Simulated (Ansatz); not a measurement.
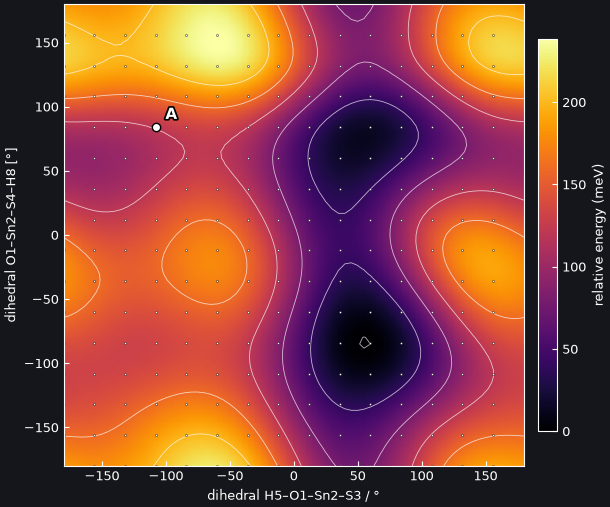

H4OS2Sn, SMILES [OH][SnH]([SH])[SH]. 
- First axis: dihedral H5–O1–Sn2–S3. Second axis: dihedral O1–Sn2–S4–H8.
- Nothing is relaxed (all other coordinates rigid).
- The grid has 15 × 15 points.
- Points are written as (first, second).
- Energies are in meV, from the lowest grid point.
- Theory: Ansatz, RKS r2SCAN0-D4/def2-SVP.

The picture shows a smooth colour map with a few white contour lines, dots at the grid points, the point A. Between grid points the surface is interpolated.

Is A at rest? If not, where is it pushed?

A, at (−108°, 84°), is not a stationary point. The computed force is 0.38 meV for each degree towards smaller values of dihedral H5–O1–Sn2–S3 and 1.1 meV for each degree towards smaller values of dihedral O1–Sn2–S4–H8.
